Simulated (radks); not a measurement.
# Ga⁴⁺ in [Ar] 3d9: an all-electron calculation

What are the levels of the gallium ion Ga4+, how large are its shells, and how does its energy divide?

The numbers are computed with radks (a radial shooting solver on a logarithmic mesh, Libxc functionals) version 1 (scalar-relativistic Kohn-Sham, PBE, spin-polarised, spherical densities, point nucleus; open shells are filled with parallel spins first), except any that are marked as measured or tabulated.

**1. What is computed**

```
element       : gallium (Z = 31)
charge        : +4
electrons     : 27
configuration : [Ar] 3d9
```

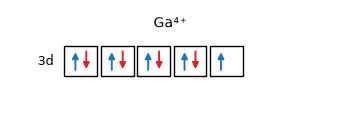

The shells outside the core, filled by Hund's rule for the drawing.

**2. Self-consistent calculation**

Input:

```text
Z 31
configuration [Ar] 3d9 4s0 4p0 4d0 4f0
relativity scalar-relativistic
functional pbe,pbe
spin polarised
nucleus point
c 137.035999084
```

Command:

```sh
$ python run_ks.py task.json out
```

All runs below come from this command, one after another.

**Question.** What will this run give?

As calculated:

| quantity | value |
| --- | --- |
| total energy | -1939.46758 hartree |
| exchange-correlation share of it | 3.81 % |
| −T/E | 1.0171 |
| highest occupied level | 3d down, -75.041 eV |
| most extended occupied level | 3d down, <r> = 0.746 bohr |
| radius at density 0.001 e/bohr³ | 2.38 bohr |
| maxima of the radial density | 3 |
| ionisation energy, NIST | 86.0 (semi-emp.) eV |

**Reading.** The radial density shows 3 maxima for 3 occupied principal shells. Relativity lifts −T/E to 1.017. Minus the highest eigenvalue, 75.041 eV, is 87 % of the tabulated ionisation energy (86.0 eV); the potential of a semilocal functional falls off too fast, so its top eigenvalue is too shallow. Open shells are spherical and high-spin; term and fine-structure splittings are not resolved.
